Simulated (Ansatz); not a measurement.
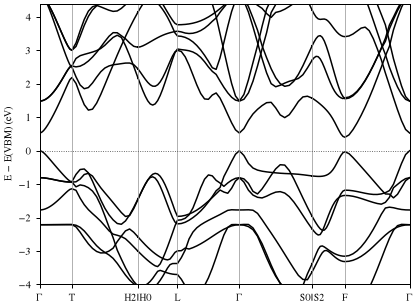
Figure. Band structure from DFT-PBEsol in the program Ansatz with PAW potentials

Task: Read off the gap and where the band edges lie.

Result: About 0.4 eV (0.40 eV by a search for the band edges); maximum at Γ, minimum at F.

The material is TePb2S in space group R-3m (No. 166; Te on 3b, Pb on 6c, S on 3a).

The first step of the workflow began from a Materials Project structure, measured or hypothetical; the Crystallography Open Database copy checked does not list it. Its standing as an ambient phase is unchecked. Symmetry was held in the PBEsol relaxation; of distortions, only those at the zone centre were tested. Spin–orbit coupling is left out wherever it is not named.

Potentials: the later of the program's two PAW sets.
